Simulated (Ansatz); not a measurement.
**CH₆O₂Sn: density, localisation and related maps**

```yaml
atoms:
  - { symbol: O, position_ang: [-2.0371, 0.2866, -0.1411] }
  - { symbol: C, position_ang: [-0.7274, 0.7390, -0.3735] }
  - { symbol: Sn, position_ang: [0.5559, -0.7260, 0.5729] }
  - { symbol: O, position_ang: [2.4597, -0.2388, 0.2192] }
  - { symbol: H, position_ang: [-2.6590, 0.9230, -0.5095] }
  - { symbol: H, position_ang: [-0.5183, 1.7276, 0.0782] }
  - { symbol: H, position_ang: [-0.4703, 0.8034, -1.4487] }
  - { symbol: H, position_ang: [0.2595, -2.2973, -0.0584] }
  - { symbol: H, position_ang: [0.4385, -0.6688, 2.2774] }
  - { symbol: H, position_ang: [2.7815, -0.5997, -0.6137] }
```

Core potentials replace the inner electrons of Sn.

Method: RKS PBE0-D4/def2-SVP in Ansatz.

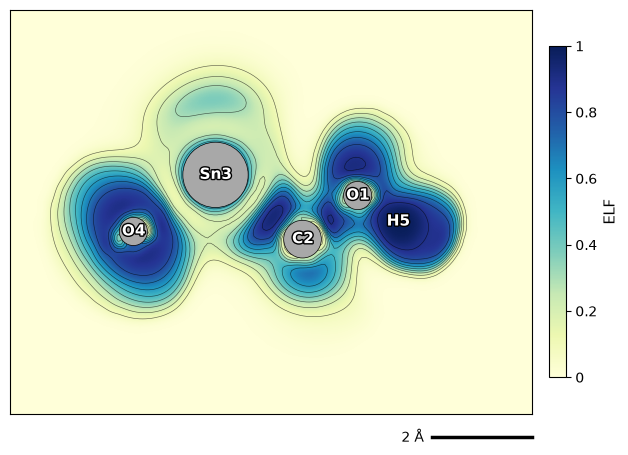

Figure 1. Electron localisation function on the plane of atoms C2, O1 and H5. Grey discs cover the atomic cores.

Describe what can be read from this map.

- Atoms in the plane: O, C, Sn and H.
- C–O (1.40 Å): the ELF peaks at about 0.90 between the atoms: a polar covalent bond.
- Sn–O (2.00 Å): the ELF peaks at about 0.85 in the valence shell of O, 0.6 Å from its nucleus, and drops to about 0.10 between the two atoms.
- C–Sn (2.17 Å): the ELF peaks at about 0.95 in the valence shell of C, 0.7 Å from its nucleus, and drops to about 0.15 between the two atoms.
- O–H (0.96 Å): the ELF climbs to about 1 towards the hydrogen, as it does in any bond to H; a covalent bond by its length.
- The ELF also peaks beside O4 and O1, away from the bonds: lone-pair regions.

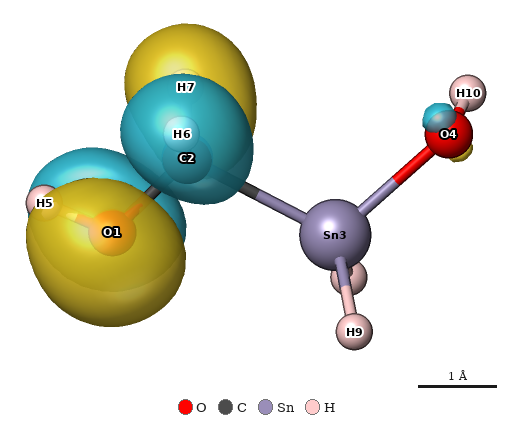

Figure 2. The HOMO−1 at ±0.1 Å⁻³ᐟ² (yellow and cyan are the two phases), seen across its widest extent.

What is the character of this orbital?

It lies mainly on O1 (about 65 %), C2 (about 15 %), H7 (about 10 %) and H6 (about 5 %). Its energy is −8.01 eV.
